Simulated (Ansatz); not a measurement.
C$_{3}$H$_{8}$OSi: several calculations on one system

**1. Relaxation**

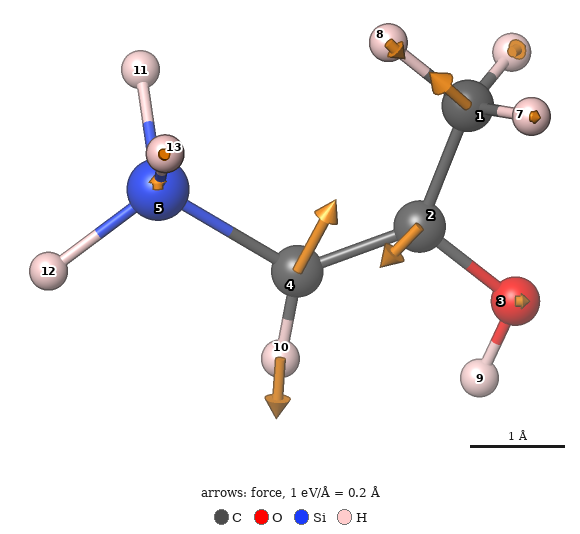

Starting geometry of C3H8OSi with the computed forces as orange arrows. The picture is a ball-and-stick view, seen at a tilt.

The run prepares an end point of a later path (torsion) calculation, from a guessed geometry.

Theory: RKS BLYP-D4/6-31G* in Ansatz 0.2.0. Settings: no spin polarisation; force threshold 0.015 eV/Å; at most 40 steps.

### Is this structure relaxed? If not, where do the atoms go?

It isn't relaxed: the largest force vector, on a C atom, is 4.68 eV/Å. The final displacements follow the starting forces only in part (cosine between the two patterns 0.44). The largest moves after the best rigid fit, 0.097 Å, are those of H atoms. Largest moves by element: H 0.097 Å, C 0.065 Å, O 0.063 Å, Si 0.053 Å. Among the contacts that change: C–H 1.014 → 1.100 Å, C–H 1.155 → 1.099 Å, C–C 1.457 → 1.509 Å, C–C 1.397 → 1.358 Å. Bond angles that change, for instance: O–C–C 119.1° → 123.8°, C–C–H 114.8° → 110.2°, C–C–C 130.6° → 126.5°. The energy falls by 0.394 eV in 5 geometry steps. The largest force component goes from 4.2 to 0.0096 eV/Å. The run took 12 s on 2 threads of Arm Neoverse V2 (shared host), peak memory 0.13 GiB.

**2. Relaxation**

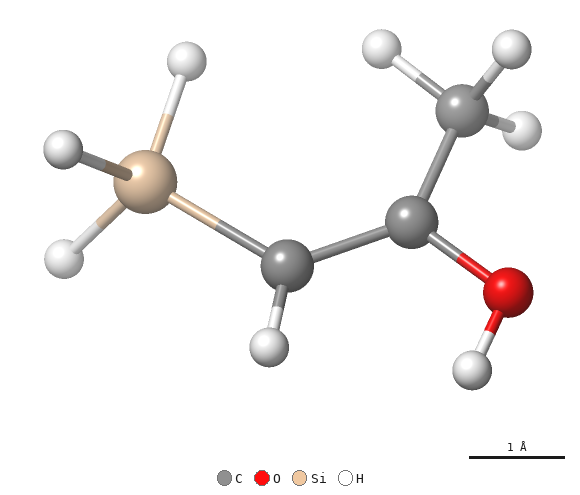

This is the input geometry for a relaxation of C$_{3}$H$_{8}$OSi. A ball-and-stick model, seen at a tilt.

The run prepares an end point of a later path (torsion) calculation, from a guessed geometry.

Theory: Ansatz, RKS BLYP-D4/6-31G*.

Input file:
```yaml
crystal:
  periodic: [false, false, false]
  atoms:
    - { symbol: C, position_ang: [-1.2155, -0.7445, 0.9127] }
    - { symbol: C, position_ang: [0.0361, -0.941, 0.1925] }
    - { symbol: O, position_ang: [0.4184, -2.255, 0.2558] }
    - { symbol: C, position_ang: [0.8601, -0.0248, -0.4657] }
    - { symbol: Si, position_ang: [0.4843, 1.7481, -0.7331] }
    - { symbol: H, position_ang: [-1.1675, -0.95, 1.9574] }
    - { symbol: H, position_ang: [-2.0196, -1.3247, 0.4647] }
    - { symbol: H, position_ang: [-1.5667, 0.3542, 0.8447] }
    - { symbol: H, position_ang: [1.2992, -2.3373, -0.1599] }
    - { symbol: H, position_ang: [1.7157, -0.339, -0.9094] }
    - { symbol: H, position_ang: [0.36329, 2.01708, -2.22627] }
    - { symbol: H, position_ang: [-0.83215, 2.02959, -0.10657] }
    - { symbol: H, position_ang: [1.55733, 2.68916, -0.17744] }
basis:
  gaussian: { orbitals: "6-31G*" }
hamiltonian:
  xc: blyp
  dispersion: d4
relax:
  f_tol: 0.015
  max_steps: 40
```

Command:
```bash
ansatz run input.yaml --threads 2 --pin off --max-ram 3072MiB --backend cpu --events-out ev --progress --plain --runs-dir out
```

Where does the relaxation end?

Answer. Over 5 geometry steps the energy falls by 9.17 kcal/mol. Largest force component: 4 eV/Å at the start, 0.01 eV/Å at the end. The largest move after the best rigid fit is that of H12, 0.17 Å. Largest moves by element: H 0.17 Å, O 0.07 Å, C 0.06 Å, Si 0.05 Å. Some distances before and after: C4–H10 1.014 → 1.102 Å, C1–H8 1.155 → 1.097 Å, C1–C2 1.457 → 1.508 Å, C1–H6 1.066 → 1.104 Å. Bond angles that change, for instance: C2–C1–H6 114.8° → 109.9°, H6–C1–H8 104.8° → 109.0°, C4–Si5–H12 107.7° → 111.8°. Cost: 12 s on 2 threads of Arm Neoverse V2, with other jobs on the host, peak memory 0.13 GiB.

The structure at the end:

```xyz
13

C    -1.2428   -0.7258    0.9115
C     0.0659   -0.9421    0.1935
O     0.4407   -2.2672    0.3196
C     0.8065   -0.0256   -0.4846
Si    0.4605    1.7819   -0.7592
H    -1.1361   -0.9922    1.9772
H    -2.0180   -1.3883    0.4896
H    -1.5827    0.3144    0.8366
H     1.2936   -2.3865   -0.1544
H     1.7401   -0.3980   -0.9368
H     0.4120    2.1085   -2.2237
H    -0.8427    2.1973   -0.1522
H     1.5359    2.6454   -0.1677
```

After the run, drawn alike:

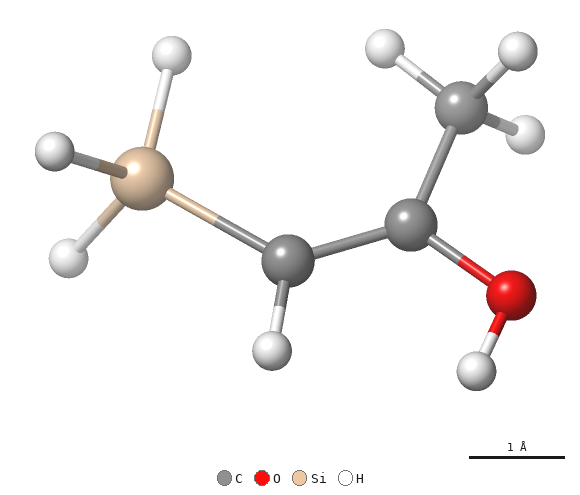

**3. Path**

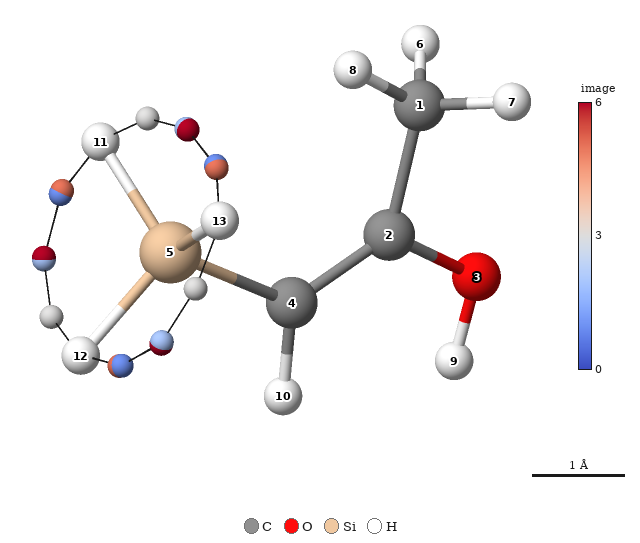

A search for the minimum-energy path of C3H8OSi by the nudged elastic band. Images are numbered from 0 (start) to 6 (end). The start is drawn whole; smaller spheres mark the moving atoms (H) in the later images, joined by lines and coloured by the number of the image. Style: ball-and-stick. Shown at a tilt.

All numbers below come from RKS BLYP-D4/6-31G* (Ansatz 0.2.0). Set-up: 5 movable images; climbing image; force threshold 0.05 eV/Å; iteration limit 60; starting path by image-dependent pair potential.

Q: Describe the path and its energy.

A: The motion is a rotation about the C4–Si5 bond by about 180°. No bond forms or breaks between the ends. Relative to the start the highest point is image 0 at 0.000 eV and the end lies at −0.010 eV, but the profile dips to −0.010 eV at image 2 on the way, so there is an intermediate minimum on the way. The band converged in 7 iterations. The largest component of the band force went from 1.1 to 0.029 eV/Å.
